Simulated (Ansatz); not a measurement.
**GaSiH₂ (doublet): from Hartree-Fock to the top rungs, cc-pVTZ**

How much of the correlation energy of GaSiH₂ (doublet) does each wave-function method recover here?

Computed with Ansatz 0.2.0, Gaussian basis. Level: cc-pVTZ, core rule «outside noble gas», up to 19 orbitals frozen.

Plan: UHF; CCSD(T) on ROHF; CCSD(T) on UHF; BCCD(T) on ROHF; CCSDT(Q) on ROHF; CCSDT(Q) on UHF.

15 further runs of the same task are left out: 4 for a known fault of the program, 11 set aside as unsound or not needed. Runs told in other sessions of the task aren't counted.

### 1 What is computed

The geometry is a PBE0/def2-TZVP stationary point (not a proven minimum). No spin-orbit coupling is included. The filled d shell of Ga may be among the frozen orbitals whatever the setting's name suggests.

4 atoms, charge 0, spin multiplicity 2.

Atoms are counted from 1 here; the program's logs count them from 0.

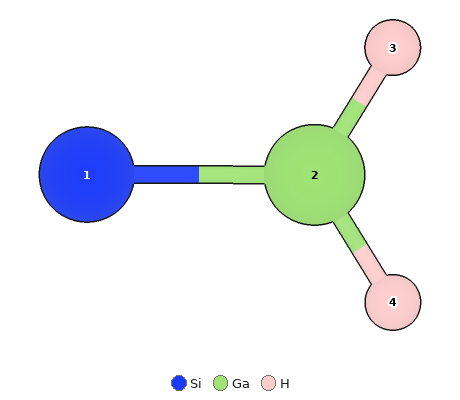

The structure; silicon blue, gallium green, hydrogen pink; atoms are numbered from 1 in the order of the file.

In the tables R marks a restricted open-shell determinant and U an unrestricted one; energies count from the table's Hartree-Fock row.

### 2 UHF

Input file in.yaml:

```yaml
crystal:
  periodic: [false, false, false]
  atoms:
    - {symbol: Si, position_ang: [0.000000, 0.000000, 1.739044]}
    - {symbol: Ga, position_ang: [0.000000, 0.000000, -0.657659]}
    - {symbol: H, position_ang: [0.000000, 1.345603, -1.482210]}
    - {symbol: H, position_ang: [0.000000, -1.345603, -1.482210]}
basis:
  gaussian: {orbitals: cc-pVTZ}
magnetization: {spin_polarized: true, initial_magnetization: 1}
hamiltonian: {xc: hf}
output: {orbitals: {seedname: orbitals}}
```

The run is started by

```sh
> ansatz run in.yaml --threads 1 --pin off --events-out ev --progress --plain --max-ram 4096MiB --backend cpu
```

Log:

```text
Functional definition: HF
  name "HF"
  cite "Fock, Z. Phys. 61, 126 (1930) doi:10.1007/BF01340294"
  parent pbe
  exchange = exact_x
  correlation = 0
940 factors; their error is unknown
mean field evaluation 1: about -60225.0403 eV, gradient 8.2e0 eV
mean field evaluation 2: about -60225.9672 eV, gradient 3.0e0 eV
mean field evaluation 4: about -60226.1290 eV, gradient 3.9e-1 eV
mean field evaluation 8: about -60226.1347 eV, gradient 1.0e-1 eV
mean field evaluation 16: about -60226.0538 eV, gradient 8.2e0 eV
mean field evaluation 32: about -60226.1058 eV, gradient 1.2e0 eV
mean field evaluation 64: about -60227.1129 eV, gradient 2.3e0 eV
mean field evaluation 96: about -60226.9417 eV, gradient 6.5e-1 eV
mean field evaluation 128: about -60226.9830 eV, gradient 1.1e-1 eV
mean field evaluation 160: about -60225.0272 eV, gradient 3.8e0 eV
mean field -60227.25074986 eV, -2213.3106415605 hartree, gradient 8.5e-6 eV, S^2 1.218742; 8 other end points of the search recorded, 0 dependent functions left out
reference -60227.25074986 eV, -2213.3106415605 hartree; 24, 23 occupied and 81, 82 virtual orbitals, 940 factors
Total energy: -60227.25074986 eV, -2213.3106415605 hartree
```

It took 17 s on 1 thread of AMD EPYC 7R13, shared host; peak memory 0.35 GiB.

From the report: ⟨S²⟩ of the determinant 1.219 (pure doublet: 0.75).

### 3 CCSD(T) on ROHF

in.yaml: that of step 2 with these lines changed.

```diff
@@ -9,4 +9,4 @@
   gaussian: {orbitals: cc-pVTZ}
-magnetization: {spin_polarized: true, initial_magnetization: 1}
-hamiltonian: {xc: hf}
-output: {orbitals: {seedname: orbitals}}
+magnetization: {spin_polarized: false, initial_magnetization: 1}
+correlation: {method: ccsd_t, electrons: outside_noble_gas}
+output: {forces: true}
```

The run is started by

```sh
> ansatz run in.yaml --threads 2 --pin off --events-out ev --progress --plain --max-ram 24576MiB --backend cuda --devices 0, --max-vram 18GiB
```

Log, cut to the lines that bear on the results:

```text
Functional definition: HF
  name "HF"
  cite "Fock, Z. Phys. 61, 126 (1930) doi:10.1007/BF01340294"
  parent pbe
[...]
647 factors; integrals over basis functions are off by at most 1.2e-3 eV
[...]
mean field -60227.04381441 eV, -2213.3030368232 hartree, gradient 2.4e-6 eV, S^2 0.750000; 10 other end points of the search recorded, 0 dependent functions left out
[...]
determinant -60227.04381441 eV, -2213.3030368232 hartree, with singles and doubles -60232.39584882 eV, -2213.4997204598 hartree
determinant -60226.62202895 eV, -2213.2875364932 hartree, with singles and doubles -60231.95396181 eV, -2213.4834814117 hartree
determinant -60225.51897104 eV, -2213.2469998628 hartree, with singles and doubles -60231.06087644 eV, -2213.4506611297 hartree
determinant -60224.44041634 eV, -2213.2073637085 hartree, with singles and doubles -60229.99579791 eV, -2213.4115202158 hartree
[...]
19 core orbitals not correlated: weight in the atoms' cores, before any rotation towards them, 0.998 or more for the frozen orbitals, at most 0.001 for the correlated occupied ones
reference -60227.04381441 eV, -2213.3030368232 hartree; 5, 4 occupied and 81, 82 virtual orbitals, 647 factors
second order -4.17568790 eV of doubles, -0.05898671 eV of singles
cycle   1  -5.22627389 eV  change    1.6e-6 eV  update   2.8e-6
[...]
cycle   5  -5.22627230 eV  change    8.1e-8 eV  update   9.7e-8
perturbative correction -0.18475828 eV, -0.0067897415 hartree
[...]
Total energy: -60232.45484499 eV, -2213.5018885291 hartree
Atom 0 at     0.000000     0.000000     1.739044 Å, force     0.000000    -0.000000     0.430088 eV/Å
Atom 1 at     0.000000     0.000000    -0.657659 Å, force    -0.000000     0.000000    -0.209531 eV/Å
Atom 2 at     0.000000     1.345603    -1.482210 Å, force    -0.000000     0.235224    -0.110279 eV/Å
Atom 3 at     0.000000    -1.345603    -1.482210 Å, force     0.000000    -0.235224    -0.110279 eV/Å
Dipole moment:    -0.000000    -0.000000     0.096684 e Å
```

It took 20 s on 1 × H100 (card shared with other runs) with 2 threads of AMD EPYC 7R13, shared host; peak host memory 0.95 GiB.

From the report: correlation -5.4110 eV; T1 0.021; largest double amplitude 0.07.

### 4 CCSD(T) on UHF

in.yaml: that of step 3 with these lines changed.

```diff
@@ -9,3 +9,3 @@
   gaussian: {orbitals: cc-pVTZ}
-magnetization: {spin_polarized: false, initial_magnetization: 1}
+magnetization: {spin_polarized: true, initial_magnetization: 1}
 correlation: {method: ccsd_t, electrons: outside_noble_gas}
```

Launched as before.

Log, cut to the lines that bear on the results:

```text
Functional definition: HF
  name "HF"
  cite "Fock, Z. Phys. 61, 126 (1930) doi:10.1007/BF01340294"
  parent pbe
[...]
647 factors; integrals over basis functions are off by at most 1.2e-3 eV
[...]
mean field -60227.25162648 eV, -2213.3106737756 hartree, gradient 9.2e-6 eV, S^2 1.218742; 30 other end points of the search recorded, 0 dependent functions left out
determinant -60227.25162648 eV, -2213.3106737756 hartree, with singles and doubles -60232.31317330 eV, -2213.4966821905 hartree
determinant -60226.98503724 eV, -2213.3008768017 hartree, with singles and doubles -60231.87111355 eV, -2213.4804367944 hartree
determinant -60226.74759109 eV, -2213.2921508170 hartree, with singles and doubles -60231.95540734 eV, -2213.4835345339 hartree
determinant -60226.39875352 eV, -2213.2793312727 hartree, with singles and doubles -60231.26890433 eV, -2213.4583060136 hartree
[...]
reference -60227.25162648 eV, -2213.3106737756 hartree; 5, 4 occupied and 81, 82 virtual orbitals, 647 factors
second order -3.84859931 eV of doubles, -0.00000000 eV of singles
cycle   1  -5.00460519 eV  change   -2.5e-7 eV  update   3.0e-6
[...]
cycle  10  -5.00460810 eV  change   -2.1e-7 eV  update   1.1e-7
perturbative correction -0.18767466 eV, -0.0068969164 hartree
[...]
WARN: the results are in doubt because the forces break the atoms' symmetry
Total energy: -60232.44390924 eV, -2213.5014866476 hartree
Atom 0 at     0.000000     0.000000     1.739044 Å, force     0.000000    -0.000386     0.451560 eV/Å
Atom 1 at     0.000000     0.000000    -0.657659 Å, force    -0.000000    -0.000293    -0.222043 eV/Å
Atom 2 at     0.000000     1.345603    -1.482210 Å, force     0.000000     0.233640    -0.115310 eV/Å
Atom 3 at     0.000000    -1.345603    -1.482210 Å, force     0.000000    -0.232961    -0.114206 eV/Å
Dipole moment:    -0.000000    -0.000201     0.098726 e Å
In doubt: the forces break the atoms' symmetry
```

Run time: 30 s. Hardware: 1 × H100 (card shared with other runs) with 2 threads of AMD EPYC 7R13, shared host; peak host memory 0.95 GiB.

From the report: ⟨S²⟩ of the determinant 1.219 (pure doublet: 0.75); correlation -5.1923 eV; T1 0.092; largest double amplitude 0.08. The program marks this result as in doubt; its last lines say why.

### 5 BCCD(T) on ROHF

in.yaml: that of step 4 with these lines changed.

```diff
@@ -9,4 +9,3 @@
   gaussian: {orbitals: cc-pVTZ}
-magnetization: {spin_polarized: true, initial_magnetization: 1}
-correlation: {method: ccsd_t, electrons: outside_noble_gas}
-output: {forces: true}
+magnetization: {spin_polarized: false, initial_magnetization: 1}
+correlation: {method: bccd_t, electrons: outside_noble_gas}
```

Same command.

Log, cut to the lines that bear on the results:

```text
Functional definition: HF
  name "HF"
  cite "Fock, Z. Phys. 61, 126 (1930) doi:10.1007/BF01340294"
  parent pbe
[...]
647 factors; integrals over basis functions are off by at most 1.2e-3 eV
[...]
mean field -60227.04381441 eV, -2213.3030368232 hartree, gradient 2.4e-6 eV, S^2 0.750000; 10 other end points of the search recorded, 0 dependent functions left out
[...]
determinant -60227.04381441 eV, -2213.3030368232 hartree, with singles and doubles -60232.39584882 eV, -2213.4997204598 hartree
determinant -60226.62202895 eV, -2213.2875364932 hartree, with singles and doubles -60231.95396181 eV, -2213.4834814117 hartree
determinant -60225.51897104 eV, -2213.2469998628 hartree, with singles and doubles -60231.06087644 eV, -2213.4506611297 hartree
determinant -60224.44041634 eV, -2213.2073637085 hartree, with singles and doubles -60229.99579791 eV, -2213.4115202158 hartree
determinant -60227.04381441 eV, -2213.3030368232 hartree, with singles and doubles -60232.27008991 eV, -2213.4950989052 hartree
determinant -60226.62202895 eV, -2213.2875364932 hartree, with singles and doubles -60231.82806461 eV, -2213.4788547750 hartree
19 core orbitals not correlated: weight in the atoms' cores, before any rotation towards them, 0.998 or more for the frozen orbitals, at most 0.001 for the correlated occupied ones
reference -60227.04381441 eV, -2213.3030368232 hartree; 5, 4 occupied and 81, 82 virtual orbitals, 647 factors
second order -4.17568790 eV of doubles, -0.05898671 eV of singles
cycle   1  -5.22495326 eV  change    1.3e-3 eV  update   3.7e-3
[...]
cycle   8  -5.22295101 eV  change   -3.5e-6 eV  update   4.6e-6
perturbative correction -0.18837490 eV, -0.0069226499 hartree
Total energy: -60232.45514033 eV, -2213.5018993825 hartree
```

Run time: 16 s. Hardware: 1 × H100 (card shared with other runs) with 2 threads of AMD EPYC 7R13, shared host; peak host memory 0.81 GiB.

From the report: correlation -5.4113 eV; largest double amplitude 0.07.

### 6 CCSDT(Q) on ROHF

in.yaml: that of step 5 with these lines changed.

```diff
@@ -10,2 +10,2 @@
 magnetization: {spin_polarized: false, initial_magnetization: 1}
-correlation: {method: bccd_t, electrons: outside_noble_gas}
+correlation: {method: ccsdt_q, electrons: outside_noble_gas}
```

The command is unchanged.

Log, cut to the lines that bear on the results:

```text
Functional definition: HF
  name "HF"
  cite "Fock, Z. Phys. 61, 126 (1930) doi:10.1007/BF01340294"
  parent pbe
[...]
1267 factors; integrals over basis functions are off by at most 2.3e-7 eV
[...]
mean field -60227.04384201 eV, -2213.3030378373 hartree, gradient 4.1e-6 eV, S^2 0.750000; 10 other end points of the search recorded, 0 dependent functions left out
[...]
determinant -60227.04384201 eV, -2213.3030378373 hartree, with singles and doubles -60232.39590604 eV, -2213.4997225625 hartree
determinant -60226.62205589 eV, -2213.2875374834 hartree, with singles and doubles -60231.95401815 eV, -2213.4834834823 hartree
determinant -60225.51899869 eV, -2213.2470008789 hartree, with singles and doubles -60231.06093753 eV, -2213.4506633750 hartree
determinant -60224.44044340 eV, -2213.2073647029 hartree, with singles and doubles -60229.99585459 eV, -2213.4115222987 hartree
determinant -60227.04384201 eV, -2213.3030378373 hartree, with singles and doubles -60232.27011303 eV, -2213.4950997548 hartree
determinant -60226.62205589 eV, -2213.2875374834 hartree, with singles and doubles -60231.82808712 eV, -2213.4788556021 hartree
19 core orbitals not correlated: weight in the atoms' cores, before any rotation towards them, 0.998 or more for the frozen orbitals, at most 0.001 for the correlated occupied ones
reference -60227.04384201 eV, -2213.3030378373 hartree; 5, 4 occupied and 81, 82 virtual orbitals, 1267 factors
second order -4.17572272 eV of doubles, -0.05898671 eV of singles
cycle   1  -4.91984607 eV  change   -6.8e-1 eV  update   8.5e-2
[...]
cycle  18  -5.45026550 eV  change    5.9e-7 eV  update   6.0e-7
perturbative correction -0.00876166 eV, -0.0003219850 hartree
Total energy: -60232.50286916 eV, -2213.5036533850 hartree
```

It took 26 s on 1 × H100 (card shared with other runs) with 2 threads of AMD EPYC 7R13, shared host; peak host memory 1 GiB.

From the report: correlation -5.4590 eV; T1 0.022; largest double amplitude 0.09.

### 7 CCSDT(Q) on UHF

in.yaml: that of step 6 with these lines changed.

```diff
@@ -9,3 +9,3 @@
   gaussian: {orbitals: cc-pVTZ}
-magnetization: {spin_polarized: false, initial_magnetization: 1}
+magnetization: {spin_polarized: true, initial_magnetization: 1}
 correlation: {method: ccsdt_q, electrons: outside_noble_gas}
```

Launched as before.

Log, cut to the lines that bear on the results:

```text
Functional definition: HF
  name "HF"
  cite "Fock, Z. Phys. 61, 126 (1930) doi:10.1007/BF01340294"
  parent pbe
[...]
1267 factors; integrals over basis functions are off by at most 2.3e-7 eV
[...]
mean field -60227.25165462 eV, -2213.3106748100 hartree, gradient 2.7e-6 eV, S^2 1.218742; 26 other end points of the search recorded, 0 dependent functions left out
determinant -60227.25165462 eV, -2213.3106748100 hartree, with singles and doubles -60232.31391791 eV, -2213.4967095546 hartree
determinant -60226.98506577 eV, -2213.3008778504 hartree, with singles and doubles -60231.87092660 eV, -2213.4804299242 hartree
determinant -60226.74761808 eV, -2213.2921518088 hartree, with singles and doubles -60231.95477820 eV, -2213.4835114136 hartree
determinant -60226.39878210 eV, -2213.2793323228 hartree, with singles and doubles -60231.26933289 eV, -2213.4583217630 hartree
[...]
determinant -60226.98506577 eV, -2213.3008778504 hartree, with singles and doubles -60231.80679597 eV, -2213.4780731670 hartree
determinant -60226.74761808 eV, -2213.2921518088 hartree, with singles and doubles -60231.83383128 eV, -2213.4790666961 hartree
determinant -60227.15026770 eV, -2213.3069489094 hartree, with singles and doubles -60232.39273968 eV, -2213.4996062010 hartree
19 core orbitals not correlated: weight in the atoms' cores, before any rotation towards them, 0.999 or more for the frozen orbitals, at most 0.001 for the correlated occupied ones
reference -60227.25165462 eV, -2213.3106748100 hartree; 5, 4 occupied and 81, 82 virtual orbitals, 1267 factors
second order -3.84863123 eV of doubles, -0.00000000 eV of singles
cycle   1  -4.52336509 eV  change   -6.7e-1 eV  update   8.9e-2
[...]
cycle  36  -5.24089651 eV  change    7.1e-7 eV  update   8.7e-7
perturbative correction -0.01076294 eV, -0.0003955307 hartree
Total energy: -60232.50331407 eV, -2213.5036697350 hartree
```

Run time: 36 s. Hardware: 1 × H100 (card shared with other runs) with 2 threads of AMD EPYC 7R13, shared host; peak host memory 0.96 GiB.

From the report: ⟨S²⟩ of the determinant 1.219 (pure doublet: 0.75); correlation -5.2517 eV; T1 0.108; largest double amplitude 0.11.

### 8 All levels against the top one

The yardstick is UCCSDT(Q), where the cluster series has nearly closed. Rows without a time are mean-field rows or come out of runs for another level: lower rungs of the coupled-cluster runs, or the Hartree-Fock search. The times of RCCSD(T), UCCSD(T) include forces.

| method | energy from the lowest ROHF (meV) | from UCCSDT(Q) (meV) | time |
| --- | --- | --- | --- |
| ROHF | 0.0 | +5459.5 |  |
| UHF | -207.8 | +5251.7 |  |
| RMP2 | -4234.7 | +1224.8 |  |
| UMP2 | -4056.4 | +1403.1 |  |
| RCCSD | -5226.3 | +233.2 |  |
| UCCSD | -5212.4 | +247.1 |  |
| RCCSD(T) | -5411.0 | +48.5 | 20 s |
| UCCSD(T) | -5400.1 | +59.4 | 30 s |
| BCCD(T) | -5411.3 | +48.2 | 16 s |
| RCCSDT | -5450.3 | +9.2 |  |
| UCCSDT | -5448.7 | +10.8 |  |
| RCCSDT(Q) | -5459.1 | +0.4 | 26 s |
| UCCSDT(Q) | -5459.5 | 0 | 36 s |

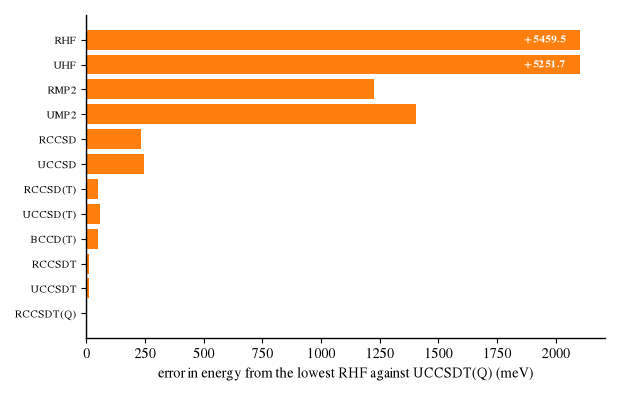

How far each level lands from UCCSDT(Q). Bars with a number in them are cut short.

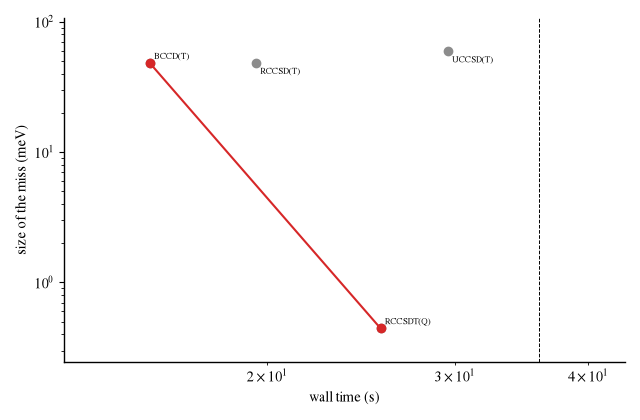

Miss against cost. Red marks the levels that no quicker level drawn beats (of those quicker than the yardstick), and the dashed line is the time of UCCSDT(Q). Times are from a shared host.

The program flags UCCSD(T) as in doubt (see the logs), so read those rows with care; the flags are asymmetric forces.

With the free atoms at the same levels and basis (separate runs), the atomisation energy is 7.090 eV at UCCSDT(Q), 7.077 eV at RCCSD(T), 7.060 eV at UCCSD(T), 5.240 eV at ROHF.

### 9 Outcome

| quantity | value |
| --- | --- |
| UCCSDT(Q) from the ROHF energy | -5.4595 eV |
| RMP2 from UCCSDT(Q) | +1224.8 meV |
| UMP2 from UCCSDT(Q) | +1403.1 meV |
| RCCSD from UCCSDT(Q) | +233.2 meV |
| RCCSD(T) from UCCSDT(Q) | +48.5 meV |
| UCCSD(T) from UCCSDT(Q) | +59.4 meV |
| RCCSDT(Q) from UCCSDT(Q) | +0.4 meV |
| levels within 1 kcal/mol (43 meV) | RCCSDT, UCCSDT, RCCSDT(Q) |
| T1 diagnostic | 0.021 |

What this shows: RCCSD(T) lands +48.5 meV from the yardstick (0.9 % of the correlation energy). These misses are within one basis, not against nature; the frozen cores of restricted and unrestricted runs differ, which can shift their rows.

RCCSDT(Q) reaches 0.4 meV from the reference in 26 s, where UCCSDT(Q) took 36 s; the quickest level in the cost chart, BCCD(T), takes 16 s and misses by 48.2 meV.
